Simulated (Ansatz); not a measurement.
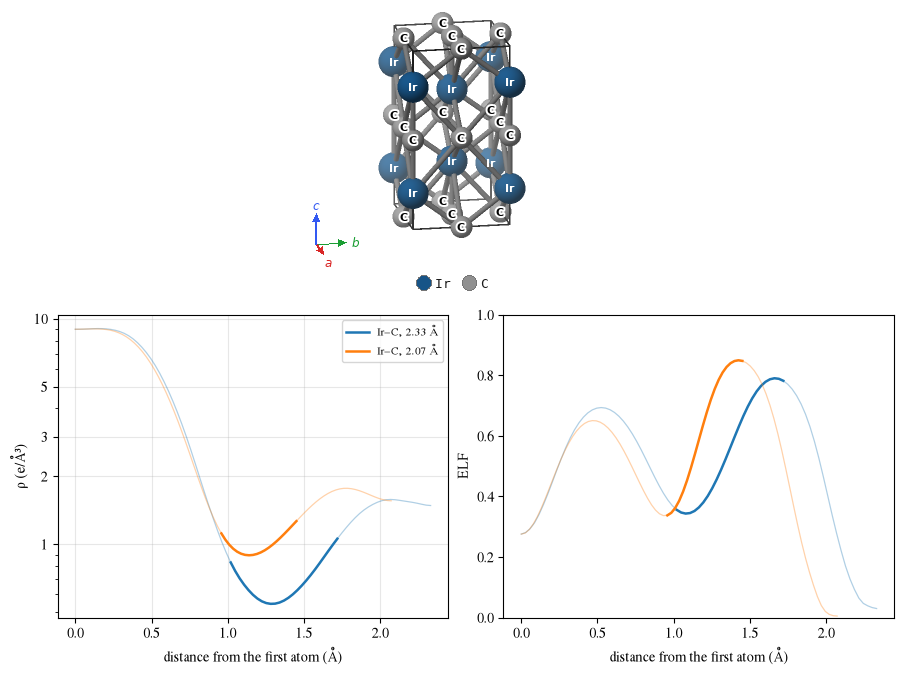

Figure 1: Ir₂C₃. Valence pseudo-density and ELF along straight lines between neighbouring atoms. Thin, pale parts lie inside the atomic spheres. The structure is drawn too.

Space group I4/mmm; a structure generated by program, which may or may not match a known phase; computed without spin polarisation.

Method: DFT PBE, scalar-relativistic, plane waves, PAW (Ansatz 0.2.0).

In a PAW calculation such maps are meaningful between the atoms, not at the nuclei.

```cif
data_structure
_symmetry_space_group_name_H-M 'P 1'
_symmetry_Int_Tables_number 1
_cell_length_a 3.7167
_cell_length_b 3.7167
_cell_length_c 6.9556
_cell_angle_alpha 90.000
_cell_angle_beta 90.000
_cell_angle_gamma 90.000
_cell_volume 96.08
loop_
_atom_site_label
_atom_site_type_symbol
_atom_site_fract_x
_atom_site_fract_y
_atom_site_fract_z
_atom_site_occupancy
Ir1 Ir 0.00000 0.00000 0.20216 1
Ir2 Ir 0.50000 0.50000 0.70216 1
Ir3 Ir 0.00000 0.00000 0.79784 1
Ir4 Ir 0.50000 0.50000 0.29784 1
C1 C 0.00000 0.50000 0.00000 1
C2 C 0.50000 0.00000 0.50000 1
C3 C 0.50000 0.00000 0.00000 1
C4 C 0.00000 0.50000 0.50000 1
C5 C 0.00000 0.00000 0.50000 1
C6 C 0.50000 0.50000 0.00000 1
```

Q: What can be read from the curves?

A: Ir–C (2.33 Å): the density is about 0.6 e/Å³ at the midpoint; the ELF peaks at about 0.80 in the valence shell of C, 0.7 Å from its nucleus, and drops to about 0.35 between the two atoms.
Ir–C (2.07 Å): the density is about 0.95 e/Å³ at the midpoint; the ELF peaks at about 0.85 in the valence shell of C, 0.6 Å from its nucleus, and is about 0.40 at the midpoint.
